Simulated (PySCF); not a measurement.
# HI+: from the state search to spectroscopic constants

What are the lowest state that PBE0 finds, the bond length, vibrational wavenumber and bond energy of HI+, and how much do these hang on the method?

Computed with PySCF 2.14.0. Level: H def2-SVPD, I def2-SVPD with ECP28, scalar-relativistic core potentials.

### 1 Input

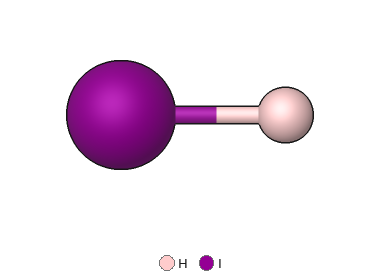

The two atoms at the starting distance (hydrogen pink, iodine purple).

Settings of the job:

```
atoms                         : H, I
charge                        : 1
basis                         : H def2-SVPD, I def2-SVPD with ECP28
Hamiltonian                   : scalar-relativistic core potentials
basis functions               : 43
electrons treated             : 25
masses in u                   : 1.0078, 126.9045
levels                        : PBE0, PBE, r²SCAN, TPSSh, PBEsol, TPSS, HSE06, HF, MP2, SCS-MP2, CCSD, CCSD(T)
grid                          : 80 radial by 434 angular points
occupations                   : held fixed by the projection of orbital angular momentum
dissociation limit            : H + I+, each in its ground configuration
starting distance in angstrom : 1.730
values of 2S to try           : 1, 3
```

Launch:

```sh
$ OMP_NUM_THREADS=1 python dia.py task.json out
```

Further steps of the session: The PBE0 curve of the state that the search chose; Excited determinants; PBE (GGA); r²SCAN (meta-GGA); TPSSh (hybrid meta-GGA); PBEsol (GGA); TPSS; HSE06 (range-separated hybrid); UHF (mean field); Adding correlation.

Before running it: what results should come out? Wanted: for each run, Re; ωe; De; μ.

As calculated:

Lowest PBE0 solution found, without spin–orbit coupling: ²Π (doublet), unpaired electrons π ↑. The other levels ran on it alone.

```csv
level,Re (Å),ωe (cm⁻¹),De (eV),μ (D)
UHF,1.621,2361,2.18,-1.19
UHF-MP2,1.627,2294,2.96,n/a
UHF-SCS-MP2,1.628,2288,3.00,n/a
UHF-CCSD,1.634,2240,3.06,n/a
UHF-CCSD(T),1.636,2226,3.09,n/a
PBE,1.657,2146,3.41,-1.11
PBEsol,1.657,2146,3.60,-1.17
TPSS,1.647,2191,3.49,-1.08
r²SCAN,1.642,2213,3.38,-1.15
TPSSh,1.642,2222,3.46,-1.10
PBE0,1.640,2235,3.32,-1.15
HSE06,1.642,2228,3.34,-1.14
```

De is counted to H + I+ in their ground configurations. A positive dipole points from H to I; in an ion it is taken about the centre of mass and does not tell which atom is negative.

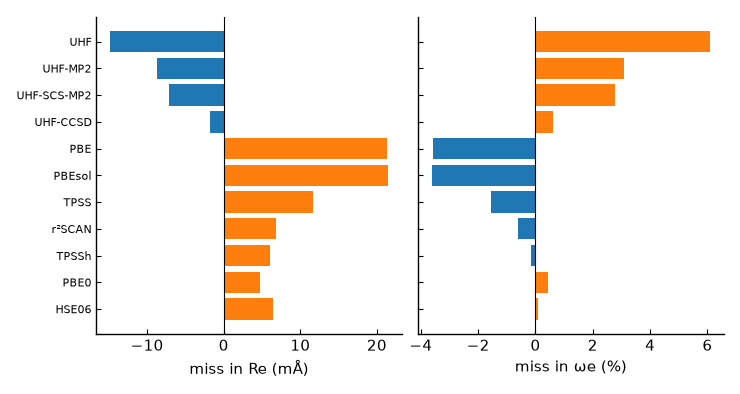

How far each level lies from CCSD(T) in the same basis.

In words: Against CCSD(T) in the same basis, the bond length is nearest at UHF-CCSD (-2 mÅ) and farthest at PBE and PBEsol (+21 mÅ); the wavenumber is nearest at HSE06 (+0.1 %) and farthest at UHF (+6.1 %). Hartree–Fock makes the bond too short and too stiff against this reference, as it mostly does. PBE has the long and soft bond that GGAs tend to give. CCSD(T) in a basis this small is itself some way from its limit, more so than the functionals. Of the levels with a De here, UHF gives the least (2.18 eV) and PBEsol the most (3.60 eV).

Correlated steps freeze 4 core orbitals. These are scalar-relativistic numbers at best; spin–orbit coupling would shift them, the dissociation energy most. With spin–orbit coupling the term label itself may not hold.
